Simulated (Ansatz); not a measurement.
## Electronic structure of HBr···C2H4 in real space

```json
{"atom": "Br", "x (Å)": "-0.0067", "y (Å)": "0.2077", "z (Å)": "-2.9887"}
{"atom": "H", "x (Å)": "-0.0027", "y (Å)": "0.1088", "z (Å)": "-1.5575"}
{"atom": "C", "x (Å)": "0.4063", "y (Å)": "0.4713", "z (Å)": "0.7931"}
{"atom": "C", "x (Å)": "-0.4032", "y (Å)": "-0.5766", "z (Å)": "0.7193"}
{"atom": "H", "x (Å)": "1.4851", "y (Å)": "0.3584", "z (Å)": "0.7868"}
{"atom": "H", "x (Å)": "0.0220", "y (Å)": "1.4829", "z (Å)": "0.8672"}
{"atom": "H", "x (Å)": "-1.4820", "y (Å)": "-0.4640", "z (Å)": "0.7301"}
{"atom": "H", "x (Å)": "-0.0189", "y (Å)": "-1.5886", "z (Å)": "0.6497"}
```

Geometry: PBE0-D4/def2-TZVP.

Level of theory: RKS PBE0-D4/def2-TZVPPD in Ansatz 0.2.0.

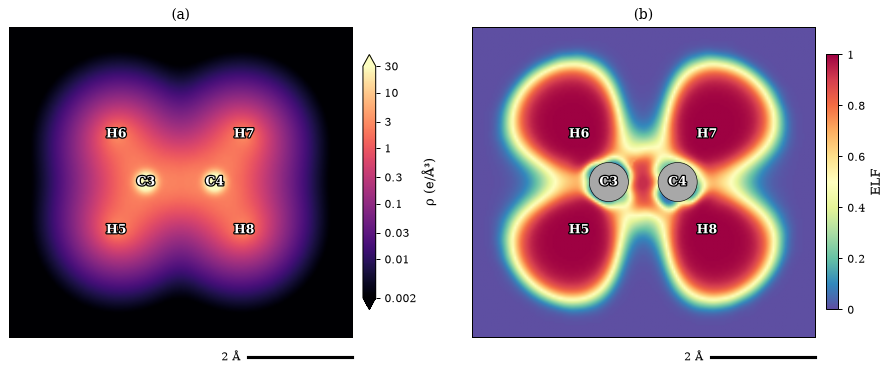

Figure 1. (a) electron density; (b) electron localisation function on the plane of atoms C3, C4 and H8. Grey discs cover the atomic cores in the ELF map.

> Describe what can be read from this map.

The section cuts through C and H sites.
C–C (1.33 Å): ρ is about 2.4 e/Å³ halfway; the ELF peaks at about 0.90 between the atoms (a multiple bond).
C–H (1.08 Å): the density is about 2.1 e/Å³ at the midpoint; the ELF climbs to about 1 towards the hydrogen, as it does in any bond to H (a covalent bond by its length).

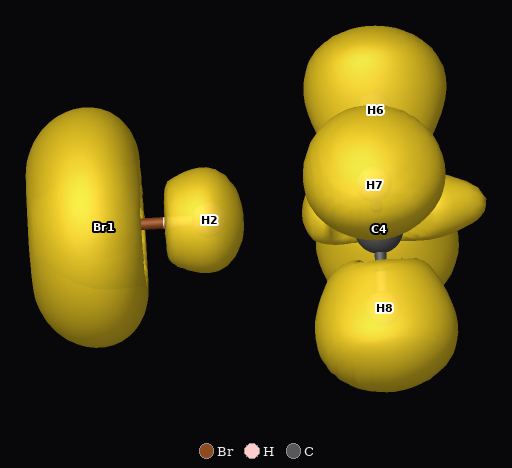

Figure 2. Isosurface of the ELF at 0.75 (yellow), seen at an oblique angle. Only the valence region is drawn (cores and ρ < 0.01 e/Å³ removed).

> Identify the bonds, lone pairs and shells in this picture.

The surface consists of one region between bonded C–C atoms (shared pairs), five regions around hydrogen nuclei and one ring or bowl of non-bonding electrons around Br.


C4···H2 (2.41 Å): the ELF dips to about 0.10 between them.

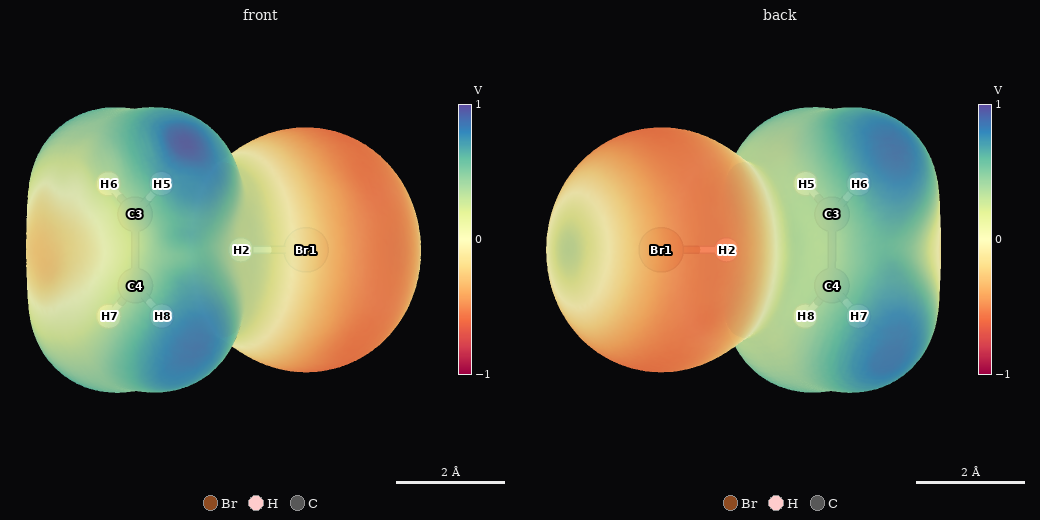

Figure 3. The molecular electrostatic potential painted on the density surface at 0.001 e/bohr³, seen from the front and from behind; the colour scale runs from red (negative) to blue (positive).

> Where is the surface potential most negative and most positive?

The most negative region (about −0.6 V) lies over Br1, the most positive (about +0.9 V) over H5 and H6. Br1 shows a σ-hole: about +0.3 V at the tip opposite its bond, against about −0.5 V on its flanks.

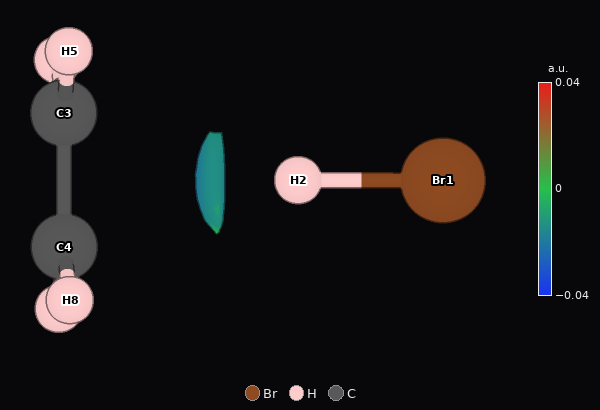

Figure 4. Non-covalent interaction (NCI) plot: the surface where the reduced density gradient is 0.5, for densities under 0.05 a.u., coloured by sign(λ₂)ρ; seen across its widest extent.

> Identify the weak interactions.

Between H2 on one side and C4 and C3 on the other: a weakly attractive contact (blue-green).
